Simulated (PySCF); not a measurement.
## Electronic structure of C4H10BOSi (doublet) in real space

| atom | x (Å) | y (Å) | z (Å) |
| --- | --- | --- | --- |
| Si | 3.0044 | -0.4215 | 0.1865 |
| O | 1.6680 | 0.1626 | 0.8940 |
| C | 0.4239 | 0.4300 | 0.3931 |
| B | -0.6079 | -0.8324 | 0.0161 |
| C | -1.9371 | -0.1502 | -0.5594 |
| C | -2.0061 | 0.7833 | 0.6778 |
| C | -0.7017 | 0.3370 | 1.2866 |
| H | 3.8978 | -0.3831 | 1.3332 |
| H | 3.4356 | 0.4488 | -0.9131 |
| H | 2.7891 | -1.7641 | -0.3550 |
| H | 0.4301 | 1.2042 | -0.3740 |
| H | -0.2857 | -1.9507 | 0.1025 |
| H | -1.8535 | 0.4137 | -1.4885 |
| H | -2.8152 | -0.7866 | -0.6515 |
| H | -2.0333 | 1.8486 | 0.4340 |
| H | -2.8507 | 0.5505 | 1.3236 |
| H | -0.5646 | 0.1219 | 2.3337 |

Geometry: GFN2-xTB.

Theory: UKS B3LYP, pcH-1 on B C H O Si, non-relativistic, mean-field spin-orbit, GIAO in PySCF 2.14.0, density-fitted response routines.

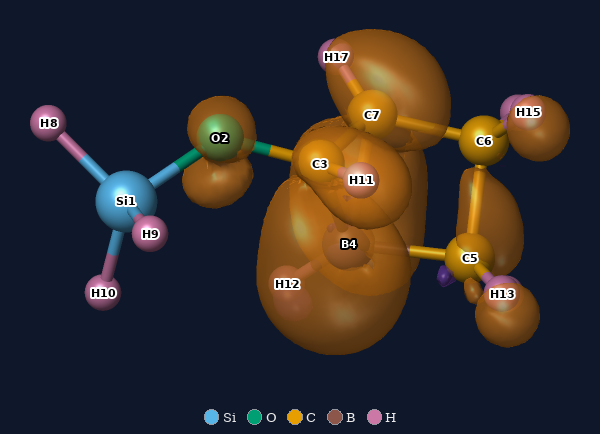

Figure 1. Isosurfaces of the spin density at +0.015 (orange) and −0.015 e/Å³ (purple), seen at a tilt.

Q: Describe the spin distribution.

A: The unpaired spin (1 electron) lies mostly on B4 (about 0.3), C7 (about 0.2) and C3 (about 0.1), in electrons by Hirshfeld's partition.

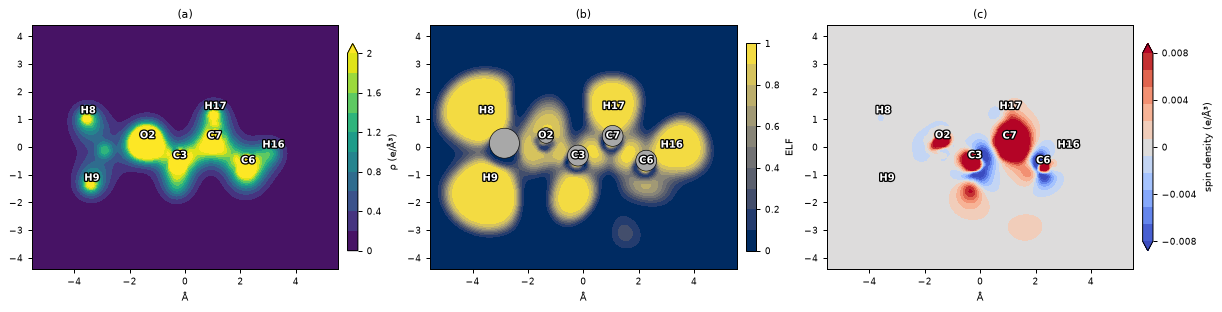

Figure 2. (a) total electron density; (b) ELF; (c) spin density on the plane of atoms C3, C7 and C6. Grey discs cover the atomic cores in the ELF map.

Q: Interpret the plot.

A: Atoms in the plane: O, C and H. C–O (1.37 Å): ρ at the midpoint is about 2.1 e/Å³, with its minimum of 1.6 e/Å³ about 0.5 Å from C; the ELF peaks at about 0.80 between the atoms: a shared but strongly polarised pair. C–C (1.44 Å): ρ is about 1.8 e/Å³ halfway; the ELF peaks at about 0.90 between the atoms; localised, covalent bonding. C–H (1.08 Å): the density is about 2 e/Å³ at the midpoint; the ELF is about 1 at the midpoint; an ordinary covalent bond to hydrogen. C–C (1.51 Å): the density is about 1.5 e/Å³ at the midpoint; the ELF peaks at about 0.95 between the atoms (a shared electron pair).

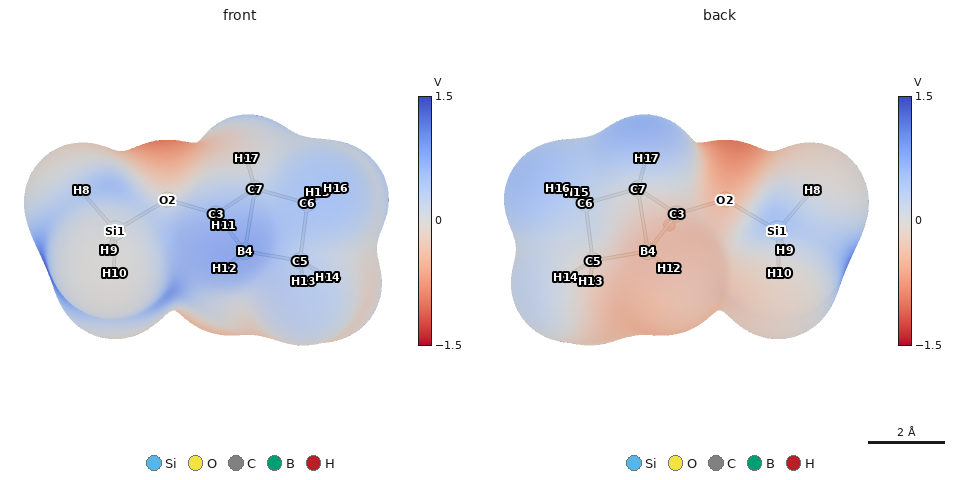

Figure 3. The molecular electrostatic potential painted on the density surface at 0.001 e/bohr³, seen from the front and from behind; the colour scale runs from red (negative) to blue (positive).

Q: Where is the surface potential most negative and most positive?

A: The most negative region (about −0.9 V, or −21 kcal/mol for a unit charge) lies over O2, the most positive (about +1.1 V, or +25 kcal/mol for a unit charge) over Si1.
